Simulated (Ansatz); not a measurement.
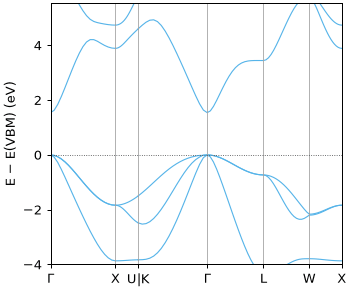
Fig. 1. Band structure from r²SCAN in the plane-wave PAW code Ansatz

**Question.** Read off the gap and where the band edges lie.

**Answer.** About 1.5 eV (1.54 eV by a search for the band edges); maximum at Γ, minimum at Γ.

**Question.** Pick the material that matches.
(A) CdS, zinc blende
(B) TePb, rock salt
(C) InP, zinc blende
(D) LaAs, rock salt

**Answer.** A, CdS, zinc blende

Space group F-43m (zinc blende). The r²SCAN relaxation kept the symmetry of its start. Spin–orbit coupling is left out wherever it is not named.

Potentials: the later of the program's two PAW sets.
